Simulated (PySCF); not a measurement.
## Electronic structure of C5H8ClF3Si in real space

```yaml
atoms:
  - { symbol: C, position_ang: [0.8728, 1.5524, -0.2359] }
  - { symbol: C, position_ang: [0.8814, 0.0567, -0.2441] }
  - { symbol: Si, position_ang: [2.5462, -0.8182, 0.0270] }
  - { symbol: C, position_ang: [-0.2071, -0.6802, -0.4286] }
  - { symbol: Cl, position_ang: [-0.0496, -2.4136, -0.4097] }
  - { symbol: C, position_ang: [-1.6267, -0.2237, -0.6360] }
  - { symbol: C, position_ang: [-2.3483, -0.0574, 0.6929] }
  - { symbol: F, position_ang: [-1.7492, 0.8345, 1.4962] }
  - { symbol: F, position_ang: [-2.4396, -1.1954, 1.3871] }
  - { symbol: F, position_ang: [-3.6062, 0.3842, 0.5154] }
  - { symbol: H, position_ang: [1.4730, 1.9190, -1.0682] }
  - { symbol: H, position_ang: [1.3350, 1.9075, 0.6829] }
  - { symbol: H, position_ang: [-0.1220, 1.9834, -0.3012] }
  - { symbol: H, position_ang: [3.5524, 0.2365, 0.1676] }
  - { symbol: H, position_ang: [2.4766, -1.6151, 1.2493] }
  - { symbol: H, position_ang: [2.8457, -1.6408, -1.1433] }
  - { symbol: H, position_ang: [-2.1827, -0.9610, -1.2180] }
  - { symbol: H, position_ang: [-1.6605, 0.7373, -1.1518] }
```

Geometry: GFN2-xTB.

Method: PBE0/pcSseg-1, SCF density, gas phase, non-relativistic (PySCF 2.14.0).

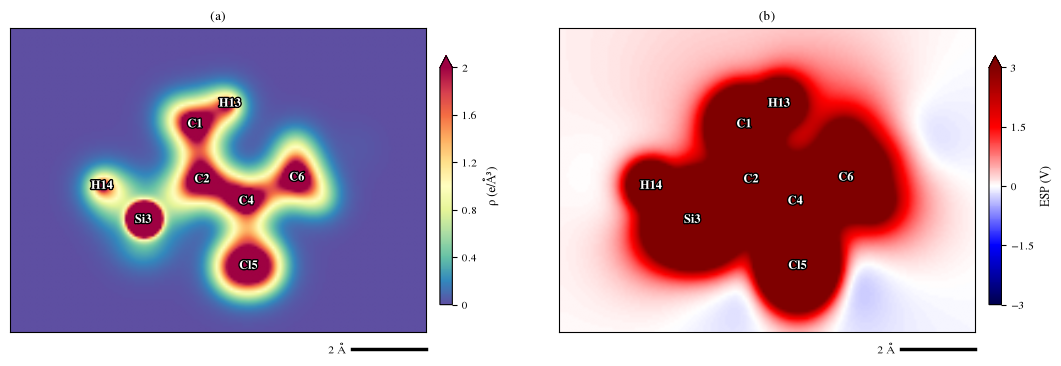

Figure 1. (a) electron density; (b) electrostatic potential on the plane of atoms Cl5, C4 and C6.

### What does the map show?

- The plane passes through C, Si, Cl and H nuclei.
- C–C (1.33 Å): ρ is about 2.3 e/Å³ halfway.
- C–Cl (1.74 Å): ρ at the midpoint is about 1.4 e/Å³.
- C–Si (1.90 Å): the density is about 0.91 e/Å³ at the midpoint.
- C–H (1.09 Å): ρ at the midpoint is about 2 e/Å³.
- C–C (1.50 Å): ρ is about 1.7 e/Å³ halfway.
- The potential has no marked negative region in this plane.

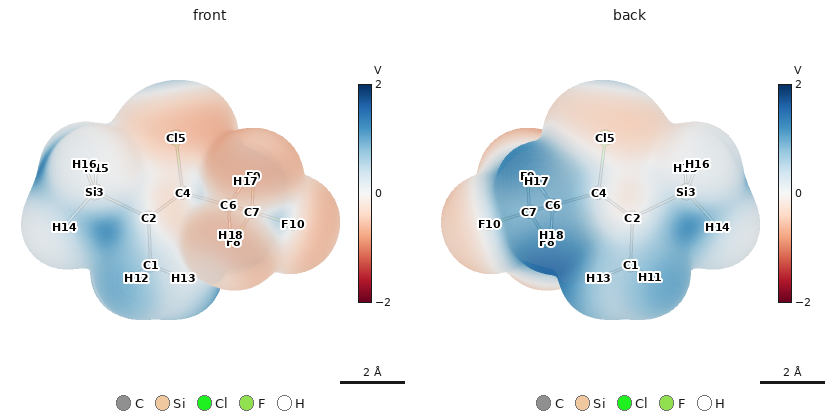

Figure 2. The electrostatic potential painted on the density surface at 0.002 e/bohr³, seen from the front and from behind; the colour scale runs from red (negative) to blue (positive).

### Which sites attract a positive test charge, and which a negative one?

A positive charge is drawn to the negative regions and a negative charge to the positive ones. The most negative region (about −0.7 V) lies over Cl5 and F9, the most positive (about +1.5 V) over H18. Cl5 shows a σ-hole: about +0.5 V at the tip opposite its bond, against about −0.3 V on its flanks.
